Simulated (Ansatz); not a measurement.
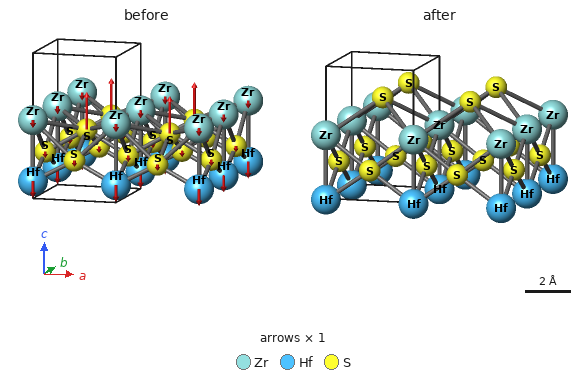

The structure of crystalline HfZrS3 (a generated structure, set up in P4mm) (coarse preliminary run) before (left) and after (right) a relaxation, at one scale. The red arrows give the displacements (the part carried along by the change of the cell is left out), at their true length.

The picture is a ball-and-stick view of the cell of the calculation, repeated 2 × 2 × 1 with one cell outlined, seen slightly off an axis.

These are results of Ansatz 0.2.0, DFT PBE, scalar-relativistic, plane waves, PAW, not measurements. Settings: plane-wave cutoff 420 eV; k-point mesh 4 × 4 × 4; occupations gaussian; smearing width 0.1 eV; no spin polarisation; cell and atoms relaxed; force threshold 0.04 eV/Å; at most 70 steps.

Q: Summarise the run.

A: An S atom moves most relative to the cell: 1.72 Å along +c. By element the largest moves are S 1.72 Å, Hf 0.77 Å, Zr 0.37 Å. The drawn cell changes as follows: a = b 3.916 → 4.130 Å (+5.5 %), c 6.669 → 6.062 Å (−9.1 %); the volume changes by +1.1 %. Some distances before and after: S–S 2.257 → 3.661 Å, Hf–Zr 3.874 → 3.116 Å, S–Zr 2.843 → 3.284 Å, Hf–S 2.212 → 2.509 Å. New bonds form: Hf–Zr (3.87 → 3.12 Å). Among the angles between lasting bonds that change: Zr–S–Zr 153.9° → 125.6°, Hf–S–Hf 124.5° → 110.8°, S–Hf–S 124.5° → 110.8°. The space group stays P4mm (No. 99). Over 12 accepted moves (13 points after the start) the energy falls by 7.878 eV per cell of the calculation. Largest force component: 8.8 eV/Å at the start, 0.0047 eV/Å at the end. The pressure goes from 33.17 to 0.04 GPa. At 1 point the geometry stayed and the basis and grid were re-selected for the new cell (energy shift of 0.9 meV per cell of the calculation at most each time). The run took 2 min on 1 thread of Arm Neoverse V1, on a shared host, peak memory 0.38 GiB.

Limits of the set-up: the k-point mesh is coarse for a cell with partly filled bands.
